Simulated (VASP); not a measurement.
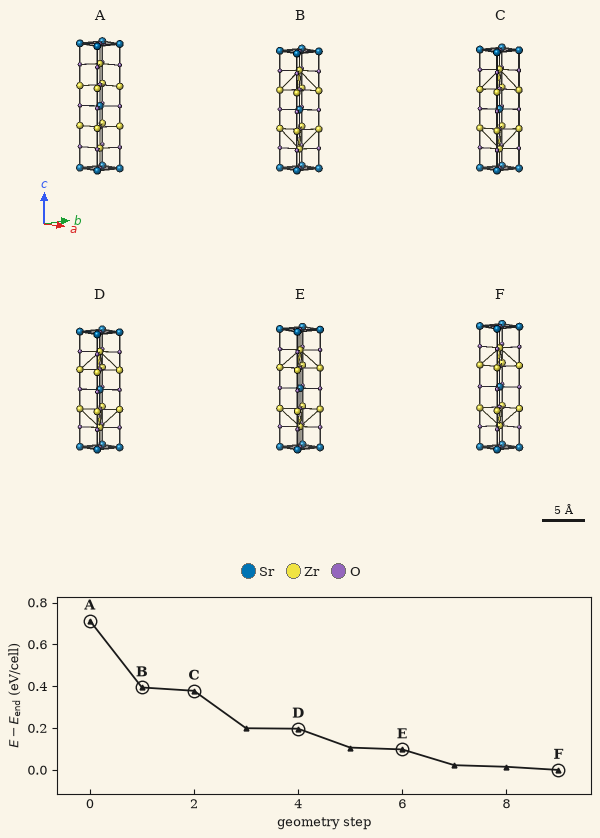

Frames of a relaxation of crystalline SrZr2O3 (a generated structure, set up in I4/mmm), marked on the history of the run. A ball-and-stick model of the conventional cell (2 times the calculation's cell), seen from a free direction. Lengths and directions refer to the drawn axes.

The run lets cell and atoms move.

Level of theory: Kohn-Sham DFT of a periodic cell, PBE, VASP PAW PBE potentials, recommended (VASP).

Input
```
ALGO     = Fast           # electronic algorithm
EDIFF    = 1E-4           # SCF threshold, eV
EDIFFG   = -0.08          # ionic threshold
ENCUT    = 520            # plane-wave cutoff, eV
GGA      = PE             # functional
IBRION   = 2              # ionic algorithm
ISIF     = 3              # what is computed and relaxed
ISMEAR   = 0              # smearing method
KPAR     = 2            
LASPH    = T              # aspherical terms in the spheres
LCHARG   = F              # write CHGCAR
LREAL    = F              # projectors in reciprocal space
LWAVE    = F              # write WAVECAR
NELM     = 60             # most SCF steps
NSW      = 24             # ionic steps
PREC     = Normal         # precision mode
SIGMA    = 0.15           # smearing width, eV
```

Command:
```bash
cat potpaw_PBE.64/Sr_sv/POTCAR potpaw_PBE.64/Zr_sv/POTCAR potpaw_PBE.64/O/POTCAR > POTCAR
mpirun -np 2 vasp_std > vasp.out
```

**What happens along the run?**

The energy falls by 0.714 eV per cell of the calculation in 9 geometry steps. Largest force component: 1.2 eV/Å at the start, 0.066 eV/Å at the end. The pressure goes from −8.21 to 0.73 GPa. The largest moves relative to the cell, 0.26 Å, are those of Zr atoms. Largest moves by element: Zr 0.26 Å, O 0.04 Å. Sr stays in place. The drawn cell changes as follows: a = b 3.400 → 3.362 Å (−1.1 %), c 15.000 → 14.558 Å (−2.9 %); the volume changes by −5.1 %. Near-neighbour distances that change, for instance: Zr–Zr 3.615 → 3.173 Å, O–Zr 2.550 → 2.256 Å, O–Zr 2.400 → 2.589 Å, Sr–Zr 3.397 → 3.515 Å. Bond angles that change, for instance: Sr–O–Zr 86.4° → 93.7°, O–Zr–O 93.6° → 86.3°, Zr–O–Zr 93.6° → 86.3°. The space group stays I4/mmm (No. 139). It ran on 2 threads of Intel(R) Xeon(R) 6975P-C (Granite Rapids) (shared host). From step 0 to 1: Zr atoms move most (0.05 Å), volume −10.4 %, energy −0.319 eV per cell of the calculation. From step 1 to 2: volume +1.8 %, energy −16.0 meV per cell of the calculation. From step 2 to 4: Zr atoms move most (0.10 Å), volume +0.4 %, energy −0.181 eV per cell of the calculation. From step 4 to 6: Zr atoms move most (0.06 Å), volume +4.9 %, energy −99.0 meV per cell of the calculation. From step 6 to 9: O atoms move most (0.06 Å), volume −1.3 %, energy −98.1 meV per cell of the calculation.

```csv
step,"E − E(0), meV/atom","largest force component, eV/Å","pressure, GPa","volume, Å³/atom"
0,0.00,1.1983,-8.21,14.450
1,-53.22,1.2668,7.22,12.950
2,-55.88,1.3185,4.12,13.183
3,-85.70,0.6815,4.64,13.231
4,-86.07,0.5165,5.06,13.240
5,-101.10,0.5373,-3.44,14.094
6,-102.58,0.5501,-1.81,13.889
7,-115.13,0.3152,-0.74,13.790
8,-116.40,0.3416,0.00,13.745
9,-118.92,0.0665,0.73,13.715
```
